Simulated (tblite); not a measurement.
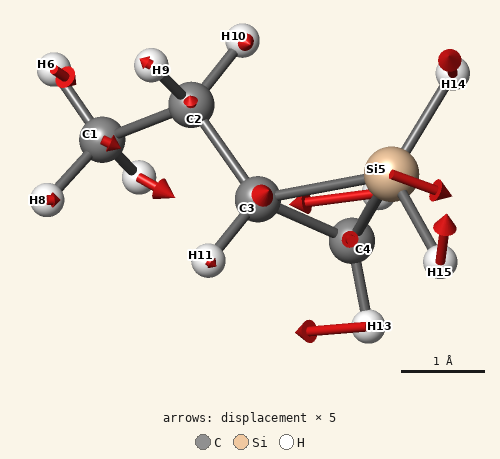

This is a relaxation of C4H10Si. The starting structure is drawn; red arrows show the displacements, 5 times their true length. The two geometries are superimposed by the best rigid fit.

The picture is a ball-and-stick view, seen at a tilt.

Method: GFN2-xTB geometry optimisation, gas phase (tblite 0.8.0). 

> Describe the change and its energy.

The largest moves after the best rigid fit, 0.24 Å, are those of H atoms. Largest moves by element: H 0.24 Å, Si 0.18 Å, C 0.08 Å. Near-neighbour distances that change, for instance: C–C 1.495 → 1.536 Å, H–Si 1.491 → 1.451 Å, C–Si 1.849 → 1.888 Å, C–C 1.478 → 1.511 Å. Bond angles that change, for instance: C–Si–H 107.0° → 118.5°, C–Si–H 107.7° → 118.3°, Si–C–H 112.5° → 119.5°. Over 54 geometry steps the energy falls by 7.98 kcal/mol. The run took 0.43 s on 1 thread of Arm Neoverse N1, with other jobs on the host.
